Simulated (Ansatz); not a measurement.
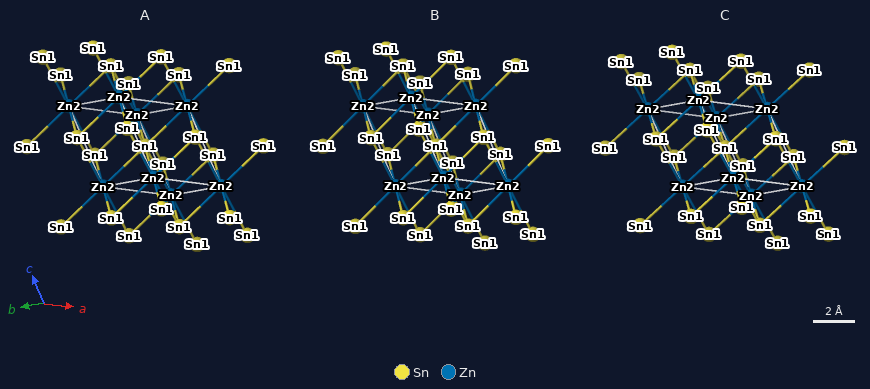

3 geometries from one relaxation of a crystal of ZnSn (a generated structure, set up in R-3m), in shuffled order. The picture is a ball-and-stick view of the cell of the calculation, seen from a free direction.

The start is a swapped structure.

Theory: DFT, PAW plane waves, PBEsol (Ansatz). Settings: plane-wave cutoff 420 eV; k-point mesh 9 × 9 × 9; occupations fermi dirac; smearing width 0.1 eV; no spin polarisation; cell and atoms relaxed; at most 40 steps.

Question: Order the frames from highest to lowest energy.

Answer: B, A, C. They are steps 0, 1, 5, at +47.9 meV per atom, +8.1 meV per atom relative to the last. The atoms keep their places relative to the cell (all moves are under 0.005 Å). The volume changes by +8.8 %, with a = b 3.320 → 3.520 Å (+6.0 %), c 4.507 → 4.441 Å (−1.5 %), α 68.4° → 66.7°, β 111.6° → 113.3°. Among the contacts that change: Sn1–Zn2 2.799 → 2.833 Å. Bond angles that change, for instance: Sn1–Zn2–Sn1 72.7° → 76.8°, Sn1–Zn2–Sn1 107.3° → 103.2°, Zn2–Sn1–Zn2 107.3° → 103.2°. The space group stays R-3m (No. 166). After 4 accepted moves (5 points after the start) the energy has fallen by 47.9 meV per atom. All forces vanish by symmetry, so only the cell relaxes. Pressure: 6.03 GPa at the start and 0.01 GPa at the end. At 1 point the geometry stayed and the basis and grid were re-selected for the new cell (energy shift of 0.8 meV per atom at most each time).
